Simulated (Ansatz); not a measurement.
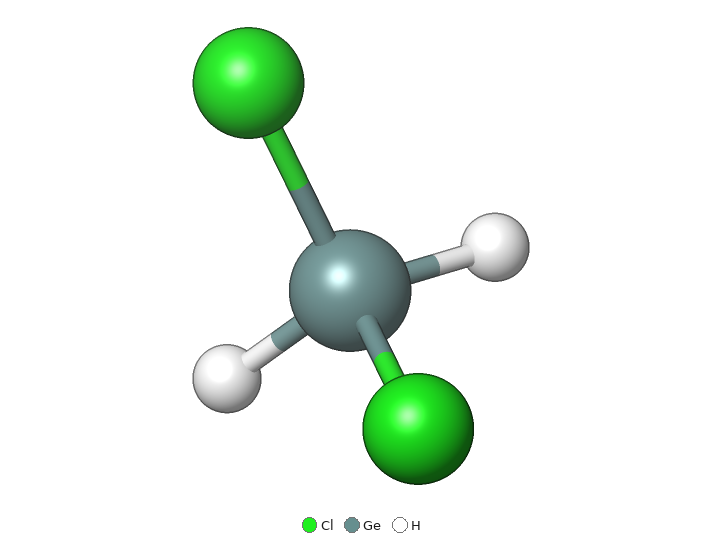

A ball-and-stick model of a molecule.

The geometry was computed by an optimisation with PBE0-D4/def2-TZVP.

**Give the formula.**

Cl2GeH2, 5 atoms: 2 chlorine, 1 germanium and 2 hydrogen.

**How many bonds of each kind are drawn?**

2 Cl–Ge, 2 Ge–H.

**Write the SMILES.**

[Cl][GeH2][Cl]

**Give the symmetry (Schoenflies symbol).**

C2v.

More results for the same structure follow; atom numbers are the same in all pictures, views and colours differ.

**Geometry**

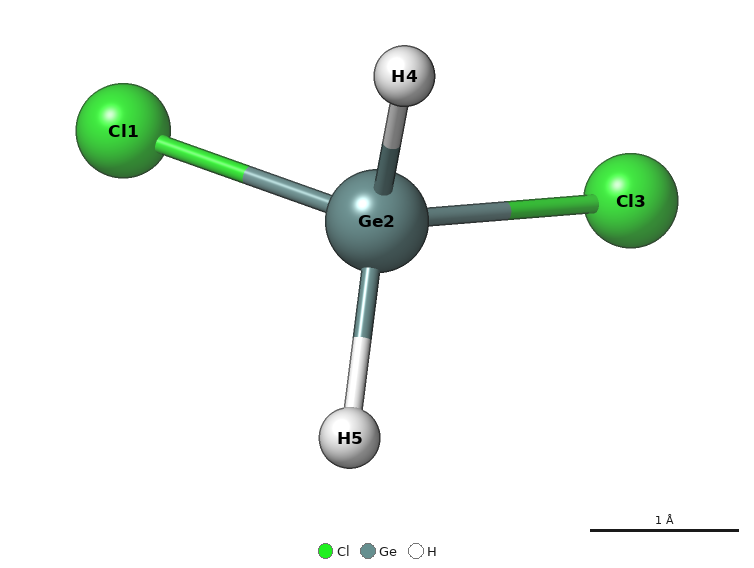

Atoms carry their numbers in the input.

Which atoms are bonded, and how long are the bonds?

```tsv
bond	length (Å)
Cl1–Ge2	2.140
Ge2–Cl3	2.140
Ge2–H4	1.528
Ge2–H5	1.528
```

**Charges**

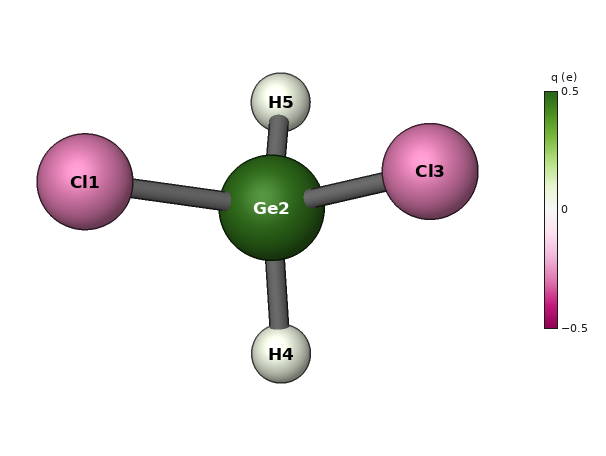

Atoms are coloured by their Mulliken charges. Level of theory: RKS PBE0-D4/def2-TZVP (Ansatz 0.2.0).

Give the Mulliken charges atom by atom.

| atom | value (e) |
| --- | --- |
| Cl1 | −0.29 |
| Ge2 | 0.47 |
| Cl3 | −0.29 |
| H4 | 0.05 |
| H5 | 0.05 |

**Levels of theory compared**

Program: Ansatz 0.2.0.

At this fixed geometry, give dipole (D), HOMO–LUMO gap (eV), HOMO energy (eV) at these levels: B3LYP-D4/def2-TZVPP; PBE-D4/def2-TZVPP; r2SCAN-D4/def2-TZVPP; ωB97M-V/def2-TZVPP.

```json
{"level": "B3LYP-D4/def2-TZVPP", "dipole (D)": "1.92", "HOMO–LUMO gap (eV)": "7.75", "HOMO energy (eV)": "−8.75"}
{"level": "PBE-D4/def2-TZVPP", "dipole (D)": "1.82", "HOMO–LUMO gap (eV)": "5.96", "HOMO energy (eV)": "−7.63"}
{"level": "r2SCAN-D4/def2-TZVPP", "dipole (D)": "1.92", "HOMO–LUMO gap (eV)": "6.62", "HOMO energy (eV)": "−8.00"}
{"level": "ωB97M-V/def2-TZVPP", "dipole (D)": "1.96", "HOMO–LUMO gap (eV)": "12.55", "HOMO energy (eV)": "−11.24"}
```

**Vibrations**

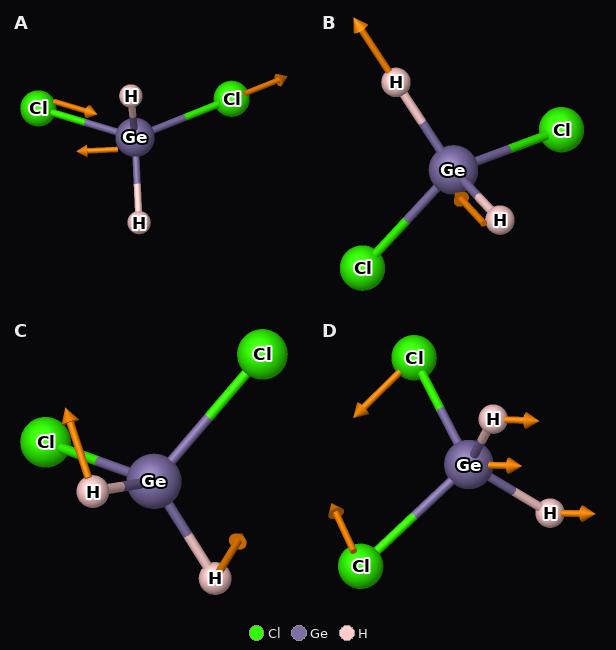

4 normal modes of one molecule or complex, as arrows. Harmonic vibrations computed with RKS PBE0-D4/def2-TZVP (Ansatz 0.2.0) at a stationary point of the same level.

**Match the panels to the wavenumbers 149 cm⁻¹, 441 cm⁻¹, 852 cm⁻¹, 2208 cm⁻¹.**

A: 441 cm⁻¹, out-of-phase stretching of 2 Ge–Cl bonds
B: 2208 cm⁻¹, out-of-phase stretching of 2 Ge–H bonds
C: 852 cm⁻¹, H–Ge–H bending
D: 149 cm⁻¹, Cl–Ge–Cl bending

Mulliken values depend strongly on the basis set and can even reverse the polarity of a bond.
